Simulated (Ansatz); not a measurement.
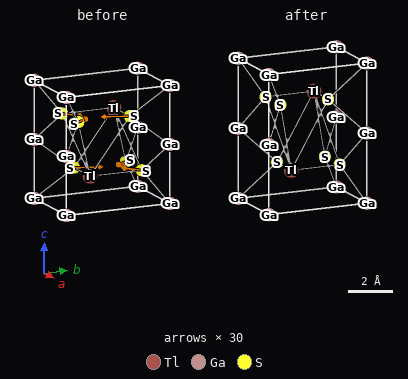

The structure of solid TlGaS₃ (a generated structure, set up in P6_3/mmc) (coarse preliminary run) before (left) and after (right) a relaxation, at one scale. The orange arrows give the displacements (the part carried along by the change of the cell is left out), 30 times their true length.

Style: ball-and-stick. Shown: the cell of the calculation, slightly off an axis.

The calculation used DFT PBE, scalar-relativistic, plane waves, PAW in Ansatz 0.2.0.

Input file:
```yaml
crystal:
  lattice:
    - [6.583995, 0.0, 0.0]
    - [-3.2919975, 5.70190693, 0.0]
    - [0.0, 0.0, 5.5305558]
  atoms:
    - { symbol: Tl, position: [0.33333333, 0.66666667, 0.75] }
    - { symbol: Tl, position: [0.66666667, 0.33333333, 0.25] }
    - { symbol: Ga, position: [0.0, 0.0, 0.0] }
    - { symbol: Ga, position: [0.0, 0.0, 0.5] }
    - { symbol: S, position: [0.83333333, 0.66666667, 0.75] }
    - { symbol: S, position: [0.33333333, 0.16666667, 0.75] }
    - { symbol: S, position: [0.83333333, 0.16666667, 0.75] }
    - { symbol: S, position: [0.16666667, 0.33333333, 0.25] }
    - { symbol: S, position: [0.66666667, 0.83333333, 0.25] }
    - { symbol: S, position: [0.16666667, 0.83333333, 0.25] }
basis:
  ecutwfc: 420
kpoints:
  mp_grid: { grid: [3, 3, 4] }
hamiltonian:
  xc: pbe
scf:
  occupations: { method: gaussian, width: 0.1 }
  lower_state_search: "off"
output:
  forces: true
  stress: true
  eigenvalues: true
relax:
  adjacent_minimum: "off"
  f_tol: 0.04
  max_steps: 70
  cell: { stress_tol: 0.4 }
```

Launched with:
```bash
ansatz run input.yaml --threads 1 --pin off --max-ram 2560MiB --backend cpu --events-out ev --progress --plain --runs-dir out
```

Describe what moved and what it gained.

Answer. The largest moves relative to the cell, 0.049 Å, are those of S5, S6, S7, S8, S9 and S10. S9 goes along [−2 −1 0]. Ga and Tl stay in place. The volume changes by +7.1 %, with a = b 6.584 → 6.253 Å (−5.0 %), c 5.531 → 6.566 Å (+18.7 %). Near-neighbour distances that change, for instance: Tl1–S10 3.355 → 3.723 Å, Tl1–S5 3.292 → 3.127 Å, Ga3–S10 2.350 → 2.477 Å. Bond angles that change, for instance: Ga3–S6–Ga4 72.1° → 83.0°, S5–Ga4–S6 88.9° → 80.9°, S5–Ga4–S9 91.1° → 99.1°. The space group stays P6_3/mmc (No. 194). Over 6 accepted moves (8 points after the start) the energy falls by 172 meV per atom. The largest force component goes from 1.1 to 0.003 eV/Å. Pressure: 7.18 GPa at the start and 0.08 GPa at the end. The SCF was repeated twice at an unchanged geometry on a basis and grid sized afresh for the cell, which shifted the energy by 3.0 meV per atom at most. The run took 82 s on 1 thread of Intel(R) Xeon(R) Processor @ 2.70GHz (shared host), peak memory 0.53 GiB.
